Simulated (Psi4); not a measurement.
**SiHOF2 (SMILES O[Si](F)F) at U-r2SCAN/6-311+G(d,p)**

What is the energy change on altering one bond length of SiHOF2 at U-r2SCAN/6-311+G**? 

The calculation is run with Psi4 1.11.

2 further runs of the same task are left out: 2 set aside as unsound or not needed.

## (1) The system as given

SiHOF2 has 5 atoms, charge 0, and is taken as a doublet. SMILES: `O[Si](F)F`. The shape is that of a PBE0-D4/def2-TZVP optimisation. This is one conformer, not always the lowest.

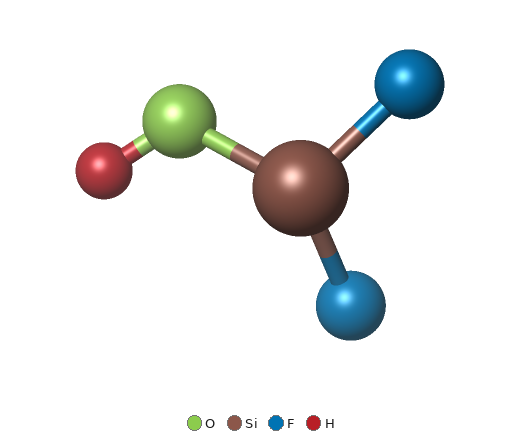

Viewed from a chosen angle; oxygen green, silicon brown, fluorine blue, hydrogen red.

## (2) The energy at U-r2SCAN/6-311+G(d,p)

Contents of f2hosi.json:

```json
{
 "schema_name": "qcschema_input",
 "schema_version": 1,
 "molecule": {
  "schema_name": "qcschema_molecule",
  "schema_version": 2,
  "symbols": ["O", "Si", "F", "F", "H"],
  "geometry": [0.27363234, 2.05583305, -0.40459036, -0.1642172, -0.69126182, 0.90442292, 2.57399595, -1.7650042, 1.45981343, -1.50611172, -2.59138143, -1.00344457, -1.17748835, 2.9918144, -0.95620142],
  "molecular_charge": 0,
  "molecular_multiplicity": 2,
  "fix_symmetry": "c1",
  "fix_com": true,
  "fix_orientation": true
 },
 "driver": "energy",
 "model": {
  "method": "r2scan",
  "basis": "6-311+G**"
 },
 "keywords": {
  "reference": "uks",
  "puream": true,
  "e_convergence": 1e-09,
  "d_convergence": 1e-08,
  "scf_type": "pk",
  "dft_radial_points": 99,
  "dft_spherical_points": 590,
  "maxiter": 200,
  "scf_properties": ["LOWDIN_CHARGES", "MULLIKEN_CHARGES", "MAYER_INDICES"]
 }
}
```

The run is started by

```bash
psi4 --qcschema f2hosi.json -n 1 --memory 1600MB
```

stdout:

```text
[...]
  Running in c1 symmetry.
[...]
  Nuclear repulsion =  177.109287805460980
[...]
  Multiplicity = 2
[...]
  Nalpha       = 21
  Nbeta        = 20
[...]
    Number of basis functions: 102
[...]
   @UKS iter   1:  -564.78776140580578   -2.06809e-01   9.37678e-03 DIIS/ADIIS
[...]
   @UKS iter  13:  -565.07509185591618   -4.32010e-12   8.31923e-09 DIIS
[...]
   @S^2 Observed:                7.520013958E-01
[...]
    Orbital Energies [Eh]
    ---------------------
    Alpha Occupied:
       1A    -65.920148     2A    -24.502980     3A    -24.501313
       4A    -18.996882     5A     -5.298335     6A     -3.641889
       7A     -3.641601     8A     -3.640141     9A     -1.187712
      10A     -1.169813    11A     -1.018479    12A     -0.573810
      13A     -0.509081    14A     -0.476265    15A     -0.446216
      16A     -0.428546    17A     -0.412112    18A     -0.400520
      19A     -0.383250    20A     -0.345616    21A     -0.234124
    Alpha Virtual:
      22A     -0.010098    23A      0.010197    24A      0.024109
      25A      0.053966    26A      0.067597    27A      0.082398
[...]
  @UKS Final Energy:  -565.07509185591618
   => Energetics <=
    Nuclear Repulsion Energy =            177.1092878054609798
    One-Electron Energy =               -1136.6309706041188292
    Two-Electron Energy =                 445.2919580865334979
    DFT Exchange-Correlation Energy =     -50.8453671437918047
    Empirical Dispersion Energy =           0.0000000000000000
    VV10 Nonlocal Energy =                  0.0000000000000000
    Total Energy =                       -565.0750918559161846
[...]
 Multipole Moments:
 ------------------------------------------------------------------------------------
     Multipole            Electronic (a.u.)      Nuclear  (a.u.)        Total (a.u.)
 ------------------------------------------------------------------------------------
 L = 1.  Multiply by 2.5417464519 to convert [e a0] to [Debye]
 Dipole X            :         -9.1116742            8.3234876           -0.7881865
 Dipole Y            :         30.1013933          -29.4466573            0.6547360
 Dipole Z            :        -12.4889538           12.5763163            0.0873625
 Magnitude           :                                                    1.0283722
[...]
  Mulliken Charges: (a.u.)
   Center  Symbol    Alpha    Beta     Spin     Total
       1     O     4.22128  4.26755 -0.04627 -0.48883
       2    SI     7.23091  6.06950  1.16141  0.69959
       3     F     4.59700  4.65206 -0.05506 -0.24906
       4     F     4.59214  4.65488 -0.06274 -0.24701
       5     H     0.35867  0.35600  0.00267  0.28533
   Total alpha = 21.00000, Total beta = 20.00000, Total charge =  0.00000
  Lowdin Charges: (a.u.)
   Center  Symbol    Alpha    Beta     Spin     Total
       1     O     4.24626  4.12966  0.11660 -0.37592
[...]
```

The result, in JSON:

```text
{
 "driver": "energy",
 "model": {
  "method": "r2scan",
  "basis": "6-311+G**"
 },
 "success": true,
 "return_result": -565.0750918559162,
 "properties": {
  "calcinfo_nbasis": 102,
  "calcinfo_nmo": 102,
  "calcinfo_nalpha": 21,
  "calcinfo_nbeta": 20,
  "calcinfo_natom": 5,
  "nuclear_repulsion_energy": 177.10928780546098,
  "return_energy": -565.0750918559162,
  "scf_one_electron_energy": -1136.6309706041188,
  "scf_two_electron_energy": 445.2919580865335,
  "scf_xc_energy": -50.845367143791805,
  "scf_dipole_moment": [-0.7881865209199415, 0.6547359607809824, 0.08736251308793186],
  "scf_total_energy": -565.0750918559162,
  "scf_iterations": 13
 }
}
```

It took 28 s on 1 thread of Intel Xeon 6975P-C (Granite Rapids), shared host; peak memory 0.73 GiB.

## (3) The distorted shape: energy and forces at U-r2SCAN/6-311+G(d,p)

Contents of f2hosi.inp:

```
memory 1600 MB

molecule molecule1 {
  0 2
  O     -0.579707     1.372003    -0.361051
  Si    -0.811407    -0.081697     0.331649
  F      1.362100    -0.934000     0.772500
  F     -1.521507    -1.087197    -0.677951
  H     -1.347607     1.867303    -0.652951
  symmetry c1
}

set basis 6-311+G**
set reference uks
set puream true
set e_convergence 1e-09
set d_convergence 1e-08
set scf_type pk
set dft_radial_points 99
set dft_spherical_points 590
set maxiter 200

energy_value, wavefunction = gradient('r2scan', return_wfn=True)
oeprop(wavefunction, 'LOWDIN_CHARGES', 'MULLIKEN_CHARGES', 'QUADRUPOLE')
```

The run is started by

```bash
psi4 f2hosi.inp f2hosi.out -n 1
```

f2hosi.out, cut to the lines that bear on the results:

```text
[...]
  Running in c1 symmetry.
[...]
  Nuclear repulsion =  156.298859823564754
[...]
  Multiplicity = 2
[...]
  Nalpha       = 21
  Nbeta        = 20
[...]
    Number of basis functions: 102
[...]
   @UKS iter   1:  -564.61757043179932   -3.65866e-01   9.94870e-03 ADIIS/DIIS
[...]
   @UKS iter  16:  -564.97492470609870   -2.72848e-12   3.77904e-09 DIIS
[...]
   @S^2 Observed:                7.662793136E-01
[...]
  @UKS Final Energy:  -564.97492470609870
   => Energetics <=
    Nuclear Repulsion Energy =            156.2988598235647544
    One-Electron Energy =               -1094.9987442184926749
    Two-Electron Energy =                 424.3820113633637447
    DFT Exchange-Correlation Energy =     -50.6570516745344861
    Empirical Dispersion Energy =           0.0000000000000000
    VV10 Nonlocal Energy =                  0.0000000000000000
    Total Energy =                       -564.9749247060987045
[...]
  -Total Gradient:
     Atom            X                  Y                   Z
    ------   -----------------  -----------------  -----------------
       1        0.000036783354     0.003161266461    -0.004183910950
       2       -0.066626027961     0.020516550759    -0.018956682551
       3        0.059667517246    -0.023496965788     0.012595102334
       4        0.004585156970     0.005175231351     0.005709058519
       5        0.002225333978    -0.005296805492     0.005126526920
[...]
 Multipole Moments:
 ------------------------------------------------------------------------------------
     Multipole            Electronic (a.u.)      Nuclear  (a.u.)        Total (a.u.)
 ------------------------------------------------------------------------------------
 L = 1.  Multiply by 2.5417464519 to convert [e a0] to [Debye]
 Dipole X            :         -0.5033199           -1.5377291           -2.0410490
 Dipole Y            :         -2.2817793            3.4746063            1.1928270
 Dipole Z            :          0.4284184           -0.6442066           -0.2157883
 Magnitude           :                                                    2.3738748
 L = 2.  Multiply by 1.3450342976 to convert [e a0^2] to [Debye ang]
 Quadrupole XX       :       -176.5145530          152.3734186          -24.1411344
 Quadrupole XY       :         25.1836265          -26.8656505           -1.6820240
[...]
  Mulliken Charges: (a.u.)
   Center  Symbol    Alpha    Beta     Spin     Total
[...]
```

Run time: 35 s. Hardware: 1 thread of Intel Xeon 6975P-C (Granite Rapids), shared host; peak memory 0.72 GiB.

## (4) Outcome

At U-r2SCAN/6-311+G**:

| quantity | value |
| --- | --- |
| first shape: total energy | -565.07509 Eh |
| first shape: dipole moment | 2.61 D |
| first shape: HOMO energy (highest over α and β) | -6.37 eV |
| first shape: LUMO energy (lowest over α and β) | -3.52 eV |
| first shape: ⟨S²⟩ | 0.752 |
| distorted shape: total energy | -564.97492 Eh |
| distorted shape: dipole moment | 6.03 D |
| distorted shape: HOMO energy (highest over α and β) | -7.68 eV |
| distorted shape: LUMO energy (lowest over α and β) | -5.45 eV |
| distorted shape: ⟨S²⟩ | 0.766 |
| distorted shape: largest force on an atom | 3.715 eV/Å |
| energy change with the Si2–F3 bond stretched from 1.584 to 2.376 Å | 2.726 eV |

What this shows: With the Si2–F3 bond stretched from 1.584 to 2.376 Å the energy rises by 2.73 eV (63 kcal/mol). The first shape isn't relaxed at this level, so the change isn't measured from a minimum. Mulliken charges (first shape) run from -0.49 on O1 to +0.70 on Si2; in a basis this large or diffuse they mean little.
